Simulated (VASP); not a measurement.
Here is the system:

```yaml
crystal:
  lattice:
    - [0.00000, 3.19381, 3.19381]
    - [3.19381, 0.00000, 3.19381]
    - [3.19381, 3.19381, 0.00000]
  atoms:
    - { symbol: Sc, position: [0.00000, 0.00000, 0.00000] }
    - { symbol: Te, position: [0.25000, 0.25000, 0.25000] }
```

The numbers are results of LDA (Ceperley-Alder, Perdew-Zunger), VASP's LDA PAW potentials (set 64) (plane waves; VASP), not measurements. Run with 400 eV cut-off, 11×11×11 Γ-centred mesh, tetrahedra with Blöchl corrections, potentials Sc_sv Te.

Unless said otherwise, spin-orbit coupling is left out, though it shifts the bands of the heavy elements here.

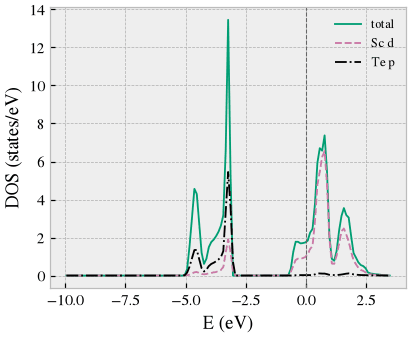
Fig. 1. Total and projected density of states, zero at the Fermi level

Within 2 eV below the Fermi level the largest weight inside VASP's projection spheres is Sc d.

It has no gap at this level: it comes out as a metal or semimetal.

The structure was generated: ScTe was put into the zinc blende type (F-43m), which need not be its known phase. It was relaxed first, which changed the volume by -28 %. The electron count is odd and the run is not spin-polarised, which forces a metal.
